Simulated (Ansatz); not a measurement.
**Sn4B2CN: relaxing a made-up structure**

Starting from a made-up structure for Sn4B2CN, the aim is the relaxed cell, its shortest contacts and, where a second run follows, its electronic structure.

Method: DFT, PBE, plane-wave PAW, files of the set soft_1, scalar-relativistic, no spin, cell and ions relaxed at zero pressure; PAW set soft_1, in the first sound run; inputs show where later runs differ, in Ansatz 0.2.0.

## (1) Starting point

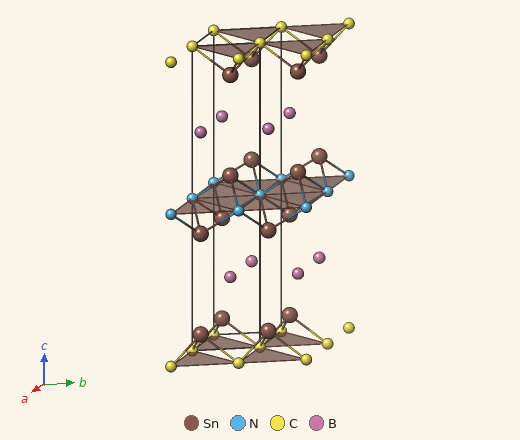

The cell as given, slightly off an axis (tin brown, nitrogen blue, carbon yellow, boron pink). 2×2×1 cells are drawn. Bonds to atoms that aren't drawn are left out. Some periodic images of atoms are drawn too.

Coordinates:

```
Sn N C B
1.0
     3.17900    0.00000    0.00000
    -1.58950    2.75309    0.00000
     0.00000    0.00000   14.41400
Sn N C B
4 1 1 2
Direct
  0.66667 0.33333 0.08440
  0.33333 0.66667 0.91560
  0.33333 0.66667 0.58510
  0.66667 0.33333 0.41490
  0.00000 0.00000 0.50000
  0.00000 0.00000 0.00000
  0.33333 0.66667 0.25160
  0.66667 0.33333 0.74840
```

## (2) Relaxation of the guess

The guessed cell has no reason to be at equilibrium. It is relaxed with the atoms, within the space group of the guess.

File input.yaml:

```yaml
crystal:
  lattice:
    - [3.179, 0.0, 0.0]
    - [-1.5895, 2.753094759, 0.0]
    - [0.0, 0.0, 14.414]
  atoms:
    - { symbol: Sn, position: [0.666666667, 0.333333333, 0.0844] }
    - { symbol: Sn, position: [0.333333333, 0.666666667, 0.9156] }
    - { symbol: Sn, position: [0.333333333, 0.666666667, 0.5851] }
    - { symbol: Sn, position: [0.666666667, 0.333333333, 0.4149] }
    - { symbol: "N", position: [0.0, 0.0, 0.5] }
    - { symbol: C, position: [0.0, 0.0, 0.0] }
    - { symbol: B, position: [0.333333333, 0.666666667, 0.2516] }
    - { symbol: B, position: [0.666666667, 0.333333333, 0.7484] }
kpoints:
  mp_grid: { grid: [10, 10, 2] }
scf:
  occupations: { method: fermi_dirac, width: 0.05 }
hamiltonian:
  xc: pbe
  pseudopotentials: { kind: paw, azcp: { folder: soft_1 } }
relax:
  f_tol: 0.015
  max_steps: 70
  cell: {}
output:
  forces: true
  stress: true
```

The run is started by

```bash
> ansatz run input.yaml --threads 4 --pin off --max-ram 10240MiB --backend cpu --events-out ev --progress --plain --runs-dir out
```

Numbers of over 12 decimals in the logs are rounded to 6 here.

Output:

```text
Engine: ansatz 0.2.0, x86_64-unknown-linux-gnu
Pseudopotentials: kind: paw
Pseudopotential: Sn, paw, valence charge 14, recommended cutoff 420 eV (normal), soft_1/Sn.paw.azcp
Pseudopotential: N, paw, valence charge 5, recommended cutoff 420 eV (normal), soft_1/N.paw.azcp
Pseudopotential: C, paw, valence charge 4, recommended cutoff 420 eV (normal), soft_1/C.paw.azcp
Pseudopotential: B, paw, valence charge 3, recommended cutoff 420 eV (normal), soft_1/B.paw.azcp
Functional definition: PBE
  parameter kappa = 0.804
  parameter beta = 0.066725
  exchange = pbe_x(kappa = kappa, mu = beta*pi^2/3)
  correlation = pbe_c(beta = beta)
Crystal: 8 atoms, lattice volume = 126.153 Å³
Basis set: ecut = 420 eV, 2461 PW (Γ), exchange–correlation on 48×48×200 points (8 copies of the dense FFT grid, shifted against one another)
Bands: 44, of which v1, the nominal top of the filled ones, is band 36 counted from 1 (35 counted from 0)
Symmetry: 12 space group operations
Space group: P-3m1 (ITA 164), of the structure as read, at distance tolerance 5.0e-5 Å
k-points: 28 of 200
Non-local potential: Sn, projectors of the file, l = 0: 2, l = 1: 2, l = 2: 2, l = 3: 1
Non-local potential: N, projectors of the file, l = 0: 2, l = 1: 2, l = 2: 1
Non-local potential: C, projectors of the file, l = 0: 2, l = 1: 2, l = 2: 1
Non-local potential: B, projectors of the file, l = 0: 2, l = 1: 2, l = 2: 1
PAW form: soft (Blöchl's): semilocal exchange-correlation on the pseudo side does not see the compensation charge
PAW one-centre angular grid: Sn, 590 points (default); XC on 64 Gauss nodes
PAW one-centre angular grid: N, 110 points (default); XC on 64 Gauss nodes
PAW one-centre angular grid: C, 110 points (default); XC on 64 Gauss nodes
PAW one-centre angular grid: B, 110 points (default); XC on 64 Gauss nodes
Initial density: superposition of atomic densities (chi_scale 0.1, normalization cell, long waves 96 % of neutral atoms (reshape's long-wave potential 1.96 eV rms, cloud 2.15 Å wide))
Initial wavefunctions: pseudopotential atomic-orbital guess
Functional: x = pbe(κ = 0.804, μ = 0.219515), c = pbe(β = 0.066725)
SCF iter   1: F=—  HF=-25032.068289 eV  |F-HF|=—  |Δ(HF+E_count)|=         —  Δρ=6.06e-2  dr2=1.36e1  ethr=3.10e-3  ⟨swp⟩=6.6  Hψ=4841  notcnv=0
preconditioner: auto → Kerker (q_TF=auto, 2.479 Å⁻¹)  [metal: Δε(μ)=0.038 eV  Ē_g=17.206 eV  σ=0.050 eV  W_gap=0.19  n_scr=40 (ndim 8)  ℏωp=27.9 eV  f_vac=0.000  D(μ)=3.11/eV (n_scr^D=8)]
SCF iter   2: F=—  HF=-25030.341264 eV  |F-HF|=—  |Δ(HF+E_count)|=    1.73e0  Δρ=2.33e-2  dr2=3.96e0  ethr=3.10e-3  ⟨swp⟩=2.6  Hψ=2107  notcnv=0  defer=45
SCF iter   3: F=—  HF=-25029.995259 eV  |F-HF|=—  |Δ(HF+E_count)|=   3.46e-1  Δρ=9.74e-3  dr2=7.64e-1  ethr=3.10e-3  ⟨swp⟩=2.2  Hψ=1641  notcnv=0  defer=43
SCF iter   4: F=—  HF=-25029.931405 eV  |F-HF|=—  |Δ(HF+E_count)|=   6.39e-2  Δρ=3.86e-3  dr2=1.14e-1  ethr=1.08e-3  ⟨swp⟩=2.2  Hψ=1647  notcnv=0  defer=42
SCF iter   5: F=—  HF=-25029.924340 eV  |F-HF|=—  |Δ(HF+E_count)|=   7.06e-3  Δρ=1.83e-3  dr2=4.69e-3  ethr=1.60e-4  ⟨swp⟩=2.1  Hψ=1499  notcnv=0  defer=42
SCF iter   6: F=—  HF=-25029.923898 eV  |F-HF|=—  |Δ(HF+E_count)|=   4.42e-4  Δρ=4.29e-4  dr2=6.59e-4  ethr=6.61e-6  ⟨swp⟩=2.5  Hψ=2110  notcnv=0  defer=42
SCF iter   7: F=—  HF=-25029.923897 eV  |F-HF|=—  |Δ(HF+E_count)|=   5.26e-7  Δρ=1.01e-4  dr2=1.66e-5  ethr=9.28e-7  ⟨swp⟩=1.4  Hψ=1205  notcnv=0  defer=42
SCF iter   8: F=—  HF=-25029.923925 eV  |F-HF|=—  |Δ(HF+E_count)|=   2.72e-5  Δρ=3.24e-5  dr2=2.57e-6  ethr=2.34e-8  ⟨swp⟩=2.0  Hψ=2156  notcnv=0  defer=42
SCF iter   9: F=—  HF=-25029.923925 eV  |F-HF|=—  |Δ(HF+E_count)|=   4.05e-8  Δρ=1.25e-5  dr2=3.51e-7  ethr=3.61e-9  ⟨swp⟩=2.9  Hψ=2268  notcnv=0  defer=42
SCF iter  10: F=-25029.923925 eV  HF=-25029.923925 eV  |F-HF|=3.91e-8  |Δ(HF+E_count)|=   5.29e-8  Δρ=4.47e-6  dr2=5.60e-8  ethr=1.41e-10  ⟨swp⟩=5.0  Hψ=4600  notcnv=0
SCF 1 converged in 10 iterations: F = -25029.923925 eV  dr2 = 5.60e-8
  greatest PAW one-centre occupation: 0.993 electrons in one spin orbital (limit 2), on the Sn atom at site 3 (counted from 0), in its partial waves of l = 2
relax step   1: F+E_penalty+E_count = -25029.92392459 eV  Δ(F+E_penalty+E_count) = +0.000e0 eV  max|allowed force component| = 6.081e0 eV/Å  Δτ_max = 0.0000 Å  P = +22.830 GPa  Ω = 126.153 Å³  (10 SCF iters, dr2 threshold 1.00e-7 eV, accepted)
Crystal: 8 atoms, lattice volume = 132.263 Å³
Basis set: ecut = 420 eV, 2641 PW (Γ), exchange–correlation on 48×48×200 points (8 copies of the dense FFT grid, shifted against one another)
Initial density: handed on by an earlier stage of this run
Initial wavefunctions: those handed on with the density
iter 1 solved again at ethr=1.00e-3 eV; its pass at ethr=3.10e-3 eV (dr2=7.10e-1 eV) is discarded
SCF iter   1: F=—  HF=-25033.019854 eV  |F-HF|=—  |Δ(HF+E_count)|=         —  Δρ=2.01e-2  dr2=7.24e-1  ethr=1.00e-3  ⟨swp⟩=1.1  Hψ=6870  notcnv=0
preconditioner: auto → Kerker (q_TF=auto, 2.460 Å⁻¹)  [metal: Δε(μ)=0.011 eV  Ē_g=17.146 eV  σ=0.050 eV  W_gap=0.05  n_scr=40 (ndim 8)  ℏωp=27.2 eV  f_vac=0.000  D(μ)=2.63/eV (n_scr^D=8)]
SCF iter   2: F=—  HF=-25032.924065 eV  |F-HF|=—  |Δ(HF+E_count)|=   9.58e-2  Δρ=6.77e-3  dr2=1.24e-1  ethr=1.00e-3  ⟨swp⟩=2.0  Hψ=1725  notcnv=0
SCF iter   3: F=—  HF=-25032.918172 eV  |F-HF|=—  |Δ(HF+E_count)|=   5.89e-3  Δρ=3.72e-3  dr2=4.56e-2  ethr=1.75e-4  ⟨swp⟩=1.5  Hψ=1357  notcnv=0  defer=6
SCF iter   4: F=—  HF=-25032.914211 eV  |F-HF|=—  |Δ(HF+E_count)|=   3.96e-3  Δρ=1.72e-3  dr2=1.61e-2  ethr=6.43e-5  ⟨swp⟩=2.0  Hψ=1757  notcnv=0  defer=11
SCF iter   5: F=—  HF=-25032.912662 eV  |F-HF|=—  |Δ(HF+E_count)|=   1.55e-3  Δρ=5.19e-4  dr2=6.07e-4  ethr=2.26e-5  ⟨swp⟩=1.6  Hψ=1315  notcnv=0  defer=11
SCF iter   6: F=—  HF=-25032.912710 eV  |F-HF|=—  |Δ(HF+E_count)|=   4.78e-5  Δρ=1.39e-4  dr2=4.33e-5  ethr=8.54e-7  ⟨swp⟩=2.8  Hψ=2198  notcnv=0  defer=11
SCF iter   7: F=—  HF=-25032.912706 eV  |F-HF|=—  |Δ(HF+E_count)|=   4.47e-6  Δρ=3.68e-5  dr2=5.48e-6  ethr=6.09e-8  ⟨swp⟩=2.8  Hψ=2242  notcnv=0  defer=11
SCF iter   8: F=—  HF=-25032.912706 eV  |F-HF|=—  |Δ(HF+E_count)|=   1.93e-8  Δρ=1.81e-5  dr2=1.21e-6  ethr=1.13e-9  ⟨swp⟩=5.0  Hψ=4602  notcnv=0
SCF iter   9: F=-25032.912705 eV  HF=-25032.912706 eV  |F-HF|=8.43e-8  |Δ(HF+E_count)|=   9.06e-8  Δρ=5.65e-6  dr2=1.08e-7  ethr=1.13e-9  ⟨swp⟩=4.3  Hψ=3749  notcnv=0
SCF 2 converged in 9 iterations: F = -25032.912705 eV  dr2 = 1.08e-7
[...]
SCF iter   8: F=-25033.957995 eV  HF=-25033.957995 eV  |F-HF|=5.13e-8  |Δ(HF+E_count)|=   4.71e-8  Δρ=3.36e-6  dr2=6.63e-8  ethr=1.13e-9  ⟨swp⟩=4.1  Hψ=3731  notcnv=0
SCF 3 converged in 8 iterations: F = -25033.957995 eV  dr2 = 6.63e-8
relax step   3: F+E_penalty+E_count = -25033.95799459 eV  Δ(F+E_penalty+E_count) = -1.045e0 eV  max|allowed force component| = 1.318e0 eV/Å  Δτ_max = 0.0970 Å  P = -1.103 GPa  Ω = 132.658 Å³  energy of the carried Pulay correction = -3.366e-3 eV  (8 SCF iters, dr2 threshold 8.00e-7 eV, accepted)
[... from here on, the SCF cycles and remarks between the steps are left out ...]
relax step   4: F+E_penalty+E_count = -25034.83684391 eV  Δ(F+E_penalty+E_count) = -8.788e-1 eV  max|allowed force component| = 1.052e0 eV/Å  Δτ_max = 0.0981 Å  P = -2.432 GPa  Ω = 128.883 Å³  energy of the carried Pulay correction = -1.434e-3 eV  (8 SCF iters, dr2 threshold 8.00e-7 eV, accepted)
relax step   5: F+E_penalty+E_count = -25035.45802848 eV  Δ(F+E_penalty+E_count) = -6.212e-1 eV  max|allowed force component| = 7.977e-1 eV/Å  Δτ_max = 0.0908 Å  P = -1.318 GPa  Ω = 123.400 Å³  energy of the carried Pulay correction = +1.477e-3 eV  (8 SCF iters, dr2 threshold 8.00e-7 eV, accepted)
relax step   6: F+E_penalty+E_count = -25035.62612063 eV  Δ(F+E_penalty+E_count) = -1.681e-1 eV  max|allowed force component| = 3.245e-1 eV/Å  Δτ_max = 0.0923 Å  P = +2.288 GPa  Ω = 117.873 Å³  energy of the carried Pulay correction = +4.544e-3 eV  (8 SCF iters, dr2 threshold 8.00e-7 eV, accepted)
relax step   7: F+E_penalty+E_count = -25035.65749045 eV  Δ(F+E_penalty+E_count) = -3.137e-2 eV  max|allowed force component| = 2.667e-1 eV/Å  Δτ_max = 0.0400 Å  P = -0.692 GPa  Ω = 121.408 Å³  energy of the carried Pulay correction = +2.567e-3 eV  (7 SCF iters, dr2 threshold 8.00e-7 eV, accepted)
relax step   8: F+E_penalty+E_count = -25035.64635605 eV  Δ(F+E_penalty+E_count) = +1.113e-2 eV  max|allowed force component| = 4.696e-1 eV/Å  Δτ_max = 0.0603 Å  P = -0.636 GPa  Ω = 120.832 Å³  energy of the carried Pulay correction = +2.885e-3 eV  (6 SCF iters, dr2 threshold 8.00e-7 eV, rejected (line search))
relax step   9: F+E_penalty+E_count = -25035.66706763 eV  Δ(F+E_penalty+E_count) = -9.577e-3 eV  max|allowed force component| = 8.991e-3 eV/Å  Δτ_max = 0.0228 Å  P = -0.019 GPa  Ω = 120.368 Å³  energy of the carried Pulay correction = +3.143e-3 eV  (10 SCF iters, accepted)
relax step  10: F+E_penalty+E_count = -25035.67761787 eV  Δ(F+E_penalty+E_count) = -1.055e-2 eV  max|allowed force component| = 8.567e-3 eV/Å  Δτ_max = 0.0000 Å  P = +0.087 GPa  Ω = 120.368 Å³  stress off target by 1.39e-1 GPa  SCF on the basis re-selected at this cell (its energy is not comparable with the rows above)  (7 SCF iters)
relax step  11: F+E_penalty+E_count = -25035.67759866 eV  Δ(F+E_penalty+E_count) = +1.921e-5 eV  max|allowed force component| = 8.994e-3 eV/Å  Δτ_max = 0.0010 Å  P = -0.025 GPa  Ω = 120.497 Å³  energy of the carried Pulay correction = -7.493e-5 eV  (6 SCF iters, dr2 threshold 4.86e-8 eV, accepted)
iter 1 solved again at ethr=2.20e-7 eV; its pass at ethr=3.10e-3 eV (dr2=1.56e-4 eV) is discarded
SCF iter   1: F=—  HF=-25035.677647 eV  |F-HF|=—  |Δ(HF+E_count)|=         —  Δρ=2.70e-5  dr2=2.27e-8  ethr=2.20e-7  ⟨swp⟩=3.0  Hψ=8122  notcnv=0
eigensolver tolerance schedule: the retry pair's looser diagonalisation over-reported the residual by 6890.26 of it (diagonalisation noise at 0.96 of the residual, at the tolerance the schedule requests for it); recorded, not acted on — ethr = c·dr2/N_el stays at c = 1.0e-1
preconditioner: auto → Kerker (q_TF=auto, 2.498 Å⁻¹)  [metal: Δε(μ)=0.010 eV  Ē_g=17.737 eV  σ=0.050 eV  W_gap=0.05  n_scr=38 (ndim 8)  ℏωp=28.5 eV  f_vac=0.000  D(μ)=2.30/eV (n_scr^D=6)]
SCF iter   2: F=—  HF=-25035.677674 eV  |F-HF|=—  |Δ(HF+E_count)|=   2.70e-5  Δρ=1.37e-5  dr2=6.33e-9  ethr=3.20e-11  ⟨swp⟩=3.7  Hψ=3246  notcnv=0
SCF iter   3: F=—  HF=-25035.677675 eV  |F-HF|=—  |Δ(HF+E_count)|=   1.33e-6  Δρ=3.70e-6  dr2=7.87e-10  ethr=8.91e-12  ⟨swp⟩=2.0  Hψ=2209  notcnv=0
SCF iter   4: F=—  HF=-25035.677675 eV  |F-HF|=—  |Δ(HF+E_count)|=   1.03e-7  Δρ=2.51e-7  dr2=1.53e-10  ethr=1.11e-12  ⟨swp⟩=1.0  Hψ=1232  notcnv=0
iter 5 did not close the SCF: its close was put off for the readings that it lacked (scf_convergence_deferred on its scf_iter line)
SCF iter   5: F=-25035.677675 eV  HF=-25035.677675 eV  |F-HF|=2.18e-11  |Δ(HF+E_count)|=  5.82e-11  Δρ=7.22e-8  dr2=2.91e-11  ethr=1.00e-12  ⟨swp⟩=1.0  Hψ=1232  notcnv=0
SCF iter   6: F=-25035.677675 eV  HF=-25035.677675 eV  |F-HF|=3.64e-12  |Δ(HF+E_count)|=    0.00e0  Δρ=3.97e-8  dr2=4.69e-12  ethr=1.00e-12  ⟨swp⟩=3.0  Hψ=3939  notcnv=0
SCF 12 converged in 6 iterations: F = -25035.677675 eV  dr2 = 4.69e-12
relax step  12: F+E_penalty+E_count = -25035.67767535 eV  Δ(F+E_penalty+E_count) = -7.669e-5 eV  max|allowed force component| = 8.996e-3 eV/Å  Δτ_max = 0.0000 Å  P = -0.024 GPa  Ω = 120.497 Å³  stress off target by 2.43e-2 GPa  SCF on the basis re-selected at this cell (its energy is not comparable with the rows above)  (6 SCF iters)
basis re-selected at this cell: Δ(F+E_penalty+E_count) = -7.669e-5 eV, ΔP = +0.001 GPa vs the last step (what re-selecting the basis moved, of the pressure what is left beyond the Pulay correction that the steps carried, after the strain that the cell walked since its last selection, with what the two solves' SCF thresholds leave and, on support functions, any second-order correction that the steps lacked; it is no m [...]
SCF converged after 6 iterations
Free energy (F): -25035.677675 eV
Harris-Foulkes:  -25035.677675 eV  (|F-HF|=3.64e-12)
Internal energy: -25035.657619 eV  (E = F + TS)
E sigma→0 (E₀):  -25035.667647 eV
Entropy (-TS):   -0.020056 eV (-2.507 meV/atom)
Fermi energy:    12.436482 eV
--- Per-component energies (eV) ---
  E_band       = -150.986714
  E_kinetic    = 965.704171
  E_local      = -3853.868443  (includes V_loc(G=0)·N_el)
  E_nonlocal   = 660.086223
  E_hartree    = 1966.399085
  E_xc         = -670.071804
  E_vxc        = -524.950780  (∫ρ·V_xc dr)
  E_paw        = -17864.512999  (= ΣΔE_a)
  E_vpaw       = -1330.757953  (= ΣTr[D̂ρ^β])
  E_aug_tail   = 0.001958  (compensation charges beyond the density's cutoff)
  E_ewald      = -6239.395812
  E_smearing   = -0.020056  (= −TS)
  E_closure    = 0.000000  (closes the sum)
  Σ components = -25035.677675   (vs F -25035.677675, Δ=0.00e0)
--- Forces (eV/Å), atoms counted from 1 ---
  atom   1  Sn     0.00000000    -0.00000000     0.00081508
  atom   2  Sn    -0.00000000     0.00000000    -0.00081508
  atom   3  Sn     0.00000000     0.00000000    -0.00899616
  atom   4  Sn    -0.00000000    -0.00000000     0.00899616
  atom   5  N      0.00000000    -0.00000000     0.00000000
  atom   6  C      0.00000000     0.00000000     0.00000000
  atom   7  B      0.00000000     0.00000000    -0.00148141
  atom   8  B      0.00000000    -0.00000000     0.00148141
  max |Σ_I F_I| component: 4.63e-18 eV/Å
--- Stress (GPa, compression-positive) ---
       -0.024294      -0.000000      -0.000000
       -0.000000      -0.024294      -0.000000
       -0.000000      -0.000000      -0.023555
  P = ⅓ Tr σ = -0.0240 GPa (-0.240 kbar)
--- Relaxed structure (10 steps of the walk, 9 accepted, 2 SCFs on fresh bases) ---
  F+E_penalty+E_count = -25035.67767535 eV   max|allowed force component| = 8.996e-3 eV/Å   (the final SCF, on the basis selected at the relaxed cell)
  cell:  # Å, volume = 120.4974 Å³
    - [3.408399, 0.0, 0]
    - [-1.704199, 2.951760, 0]
    - [0, 0, 11.976953]
  atoms:
    - { symbol: Sn, position: [0.666667, 0.333333, 0.116381] }
    - { symbol: Sn, position: [0.333333, 0.666667, 0.883619] }
    - { symbol: Sn, position: [0.333333, 0.666667, 0.622434] }
    - { symbol: Sn, position: [0.666667, 0.333333, 0.377566] }
    - { symbol: N, position: [0, 0, 0.500000] }
    - { symbol: C, position: [0, 0, -9.0262425904163e-19] }
    - { symbol: B, position: [0.333333, 0.666667, 0.251516] }
    - { symbol: B, position: [0.666667, 0.333333, 0.748484] }
```

The job ended after 29 s (4 threads of Intel Xeon Platinum 8559C (Emerald Rapids), shared host; peak memory 0.61 GiB; 98 s of CPU time).

This run has no spin polarisation although its electron count is odd.

Step by step:

| step | energy less that of the first step (eV) | largest force component (eV/Å) | pressure (GPa) | volume (Å³) |
| --- | --- | --- | --- | --- |
| 1 | 0.0000 | 6.0807 | 22.83 | 126.15 |
| 2 | -2.9888 | 1.7729 | 3.84 | 132.26 |
| 3 | -4.0341 | 1.3176 | -1.10 | 132.66 |
| 4 | -4.9129 | 1.0524 | -2.43 | 128.88 |
| 5 | -5.5341 | 0.7977 | -1.32 | 123.40 |
| 6 | -5.7022 | 0.3246 | 2.29 | 117.87 |
| 7 | -5.7336 | 0.2667 | -0.69 | 121.41 |
| 8 | -5.7224 | 0.4696 | -0.64 | 120.83 |
| 9 | -5.7431 | 0.0090 | -0.02 | 120.37 |
| 10* | -5.7537 | 0.0086 | 0.09 | 120.37 |
| 11 | -5.7537 | 0.0090 | -0.03 | 120.50 |
| 12* | -5.7537 | 0.0090 | -0.02 | 120.50 |

Relaxation steps marked * repeat the geometry before them on a plane-wave basis chosen anew for their cell, so energy and pressure can jump there. Relaxation step 8 was tried and not accepted.

The run keeps the 12 symmetry operations that it works with, so distortions that break them were not tested.

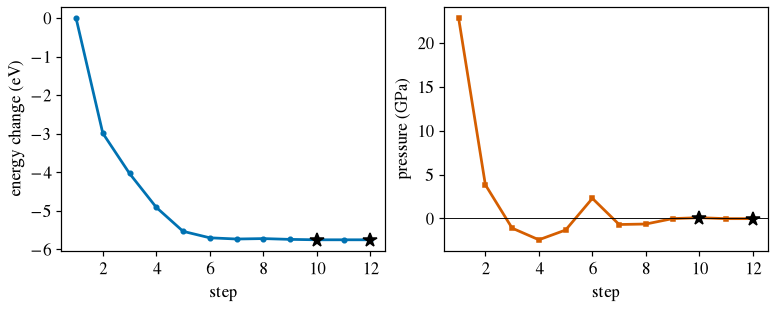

Energy and pressure along the relaxation. Stars mark steps on a basis chosen anew.

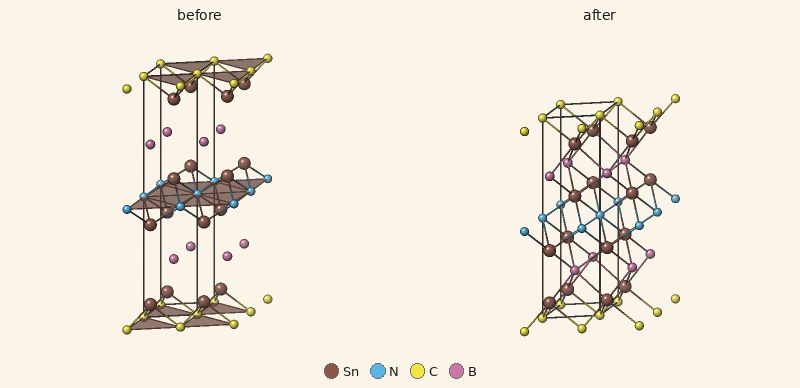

The structure before and after the relaxation, drawn at the same scale. Bonds to atoms that aren't drawn are left out.

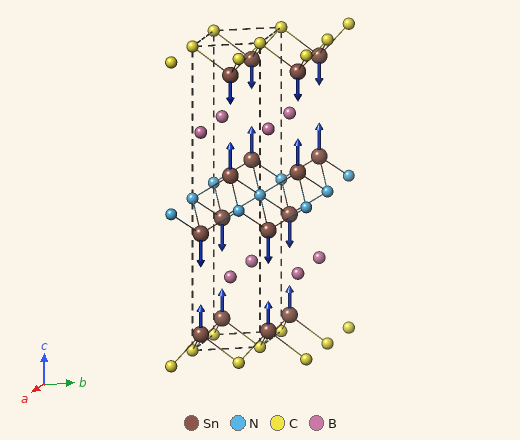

Displacements in the relaxation, exaggerated, measured against the changing cell; the longest in the cell stands for 0.45 Å. Bonds to atoms that aren't drawn are left out. 2×2×1 cells are drawn. Some periodic images of atoms are drawn too.

| cell as run | before | after | change |
| --- | --- | --- | --- |
| a (Å) | 3.179 | 3.408 | +7.2 % |
| b (Å) | 3.179 | 3.408 | +7.2 % |
| c (Å) | 14.414 | 11.977 | -16.9 % |
| volume (Å³/atom) | 15.77 | 15.06 | -4.5 % |

The atoms that moved most (Å, as changes of fractional coordinates times the final cell):

| atom | dx | dy | dz | length |
| --- | --- | --- | --- | --- |
| Sn4 | 0.000 | 0.000 | -0.447 | 0.447 |
| Sn3 | 0.000 | 0.000 | 0.447 | 0.447 |
| Sn1 | 0.000 | 0.000 | 0.383 | 0.383 |
| Sn2 | 0.000 | 0.000 | -0.383 | 0.383 |

This step gave:

```yaml
free_energy: -25035.6777 eV
energy_at_zero_smearing: -25035.6676 eV
smearing_term_ts: 0.02006 eV
fermi_energy: 12.44 eV
electrons: 71
symmetry_operations: 12
pressure: -0.02405 GPa
```

The shortest distance of each pair, which need not be the same contact before and after:

| pair | guess (Å) | relaxed (Å) |
| --- | --- | --- |
| C–Sn | 2.202 | 2.411 |
| N–Sn | 2.208 | 2.454 |
| B–Sn | 2.985 | 2.480 |
| Sn–Sn | 3.048 | 3.128 |
| N–N | 3.179 | 3.408 |

The relaxation ends with a largest force component of 0.0090 eV/Å and a pressure of -0.02 GPa.

[end of part 1 of 2]

[Logs are printed without paths, hosts, clocks, repeated set-up lines and the standing remarks that a program may print on its own settings, such as how far it seeks lower states.]

[Hosts, paths, dates, database ids (printed as entryN), source tags and the programs' standing remarks are cut or masked in the printed files.]
